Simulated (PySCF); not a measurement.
```yaml
atoms:
  - { symbol: C, position_ang: [2.5694, -0.4721, 0.0177] }
  - { symbol: C, position_ang: [1.1553, -0.0083, 0.0851] }
  - { symbol: C, position_ang: [0.1729, -0.6503, 0.7074] }
  - { symbol: C, position_ang: [-1.1962, -0.0430, 0.6449] }
  - { symbol: C, position_ang: [-2.1572, -0.9521, -0.1302] }
  - { symbol: N, position_ang: [-1.0444, 1.2495, 0.0129] }
  - { symbol: Si, position_ang: [0.4798, 1.5587, -0.7044] }
  - { symbol: H, position_ang: [2.8682, -0.6061, -1.0217] }
  - { symbol: H, position_ang: [3.2302, 0.2774, 0.4520] }
  - { symbol: H, position_ang: [2.7086, -1.4132, 0.5482] }
  - { symbol: H, position_ang: [0.2876, -1.5846, 1.2405] }
  - { symbol: H, position_ang: [-1.5928, 0.0930, 1.6646] }
  - { symbol: H, position_ang: [-1.7872, -1.0867, -1.1441] }
  - { symbol: H, position_ang: [-3.1500, -0.5084, -0.1739] }
  - { symbol: H, position_ang: [-2.2315, -1.9241, 0.3513] }
  - { symbol: H, position_ang: [-1.9068, 1.7289, -0.1785] }
  - { symbol: H, position_ang: [1.0507, 2.8148, -0.2080] }
  - { symbol: H, position_ang: [0.5345, 1.5330, -2.1757] }
```

Geometry: GFN2-xTB.

Theory: B3LYP/def2-SVPD, SCF density, gas phase in PySCF 2.14.0.

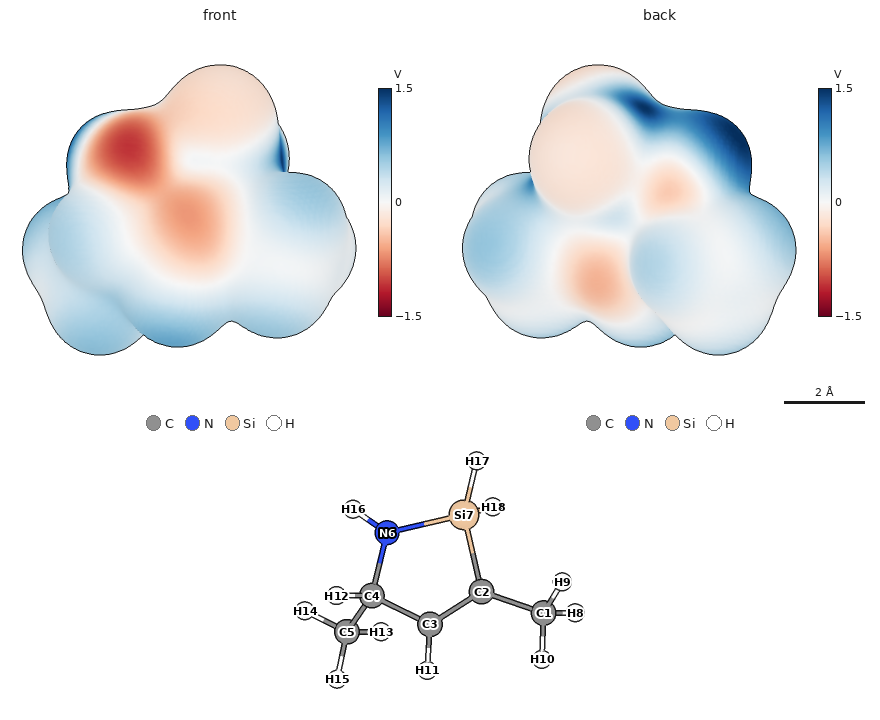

C5H11NSi (SMILES CC1=C[C@H](C)N[SiH2]1). The molecular electrostatic potential painted on the density surface at 0.002 e/bohr³, seen from the front and from behind; red is negative and blue positive. The bare structure is drawn below in the same view.

Q: Where is the surface potential most negative and most positive?

A: The most negative region (about −1.0 V, or −23 kcal/mol for a unit charge) lies over N6, the most positive (about +1.5 V, or +35 kcal/mol for a unit charge) over Si7 and H16. N6 is the likeliest acceptor of a hydrogen bond.

Q: How polar is the molecule by this calculation?

A: Its dipole moment is 0.77 D.
